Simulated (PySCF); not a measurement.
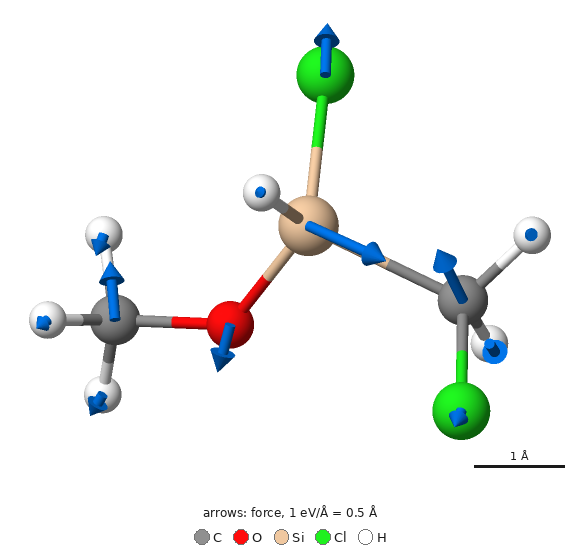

Starting geometry of C₂H₆Cl₂OSi with the computed forces as blue arrows. The picture is a ball-and-stick view, seen at a tilt.

The start comes from GFN2-xTB. Its atoms were then displaced at random by about 0.01 Å.

Method: PySCF 2.14.0, density-fitted response routines, PBE0-D3(BJ)/def2-SVP geometry optimisation, gas phase. 

### What follows when this structure is relaxed?

It isn't relaxed: the largest force vector, on the Si atom, is 2.35 eV/Å. The final displacements have little in common with the starting forces (cosine between the two patterns 0.13). An H atom moves most after the best rigid fit: 0.31 Å. Largest moves by element: H 0.31 Å, Cl 0.17 Å, O 0.16 Å, Si 0.09 Å, C 0.07 Å. Among the contacts that change: Cl–Si 2.007 → 2.074 Å, C–Si 1.919 → 1.870 Å, O–Si 1.601 → 1.643 Å, C–H 1.070 → 1.100 Å. Among the angles between lasting bonds that change: C–O–Si 130.8° → 126.4°, O–Si–C 103.0° → 107.2°, H–C–H 111.5° → 108.2°. Groups turn about C–O by about 20°. The energy falls by 0.186 eV in 14 geometry steps. Cost: 98 s on 1 thread of Arm Neoverse V1, on a shared host.
